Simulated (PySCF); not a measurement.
SMILES [F][Sn]([SiH3])([SiH3])[SiH3] (H₉FSi₃Sn), singlet at its PBE0/def2-SVP optimised geometry (Å):

```
14

F      1.1388     1.2432     3.5951
Sn     0.4089     0.2654     2.0548
Si     1.3538    -2.1227     2.3018
Si    -2.1499     0.4129     2.3502
Si     1.3055     1.5418     0.0000
H      2.8467    -2.0975     2.2724
H      0.8589    -2.9484     1.1565
H      0.8877    -2.7373     3.5806
H     -2.5959     1.8381     2.3325
H     -2.5638    -0.2265     3.6347
H     -2.7989    -0.3134     1.2144
H      0.8037     2.9484     0.0000
H      2.7989     1.5418     0.0000
H      0.8190     0.8516    -1.2350
```

Level of theory: PBE0/def2-TZVP, def2 effective core potentials past Kr (PySCF). The core electrons that the potentials of Sn replace are not part of the density. Cells within 0.4 Å of a nucleus heavier than hydrogen are left out (blank, or x).

Map of the deformation density (molecule minus spherical neutral atoms) (e/bohr³) on the plane z = 0.0 Å:

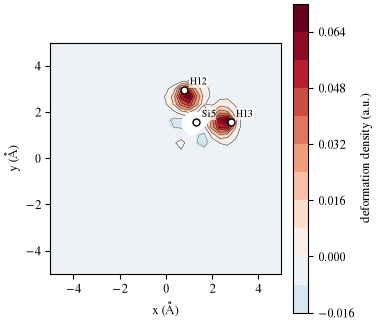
Figure. Deformation density (molecule minus spherical neutral atoms) (e/bohr³) on the plane z = 0.0 Å.
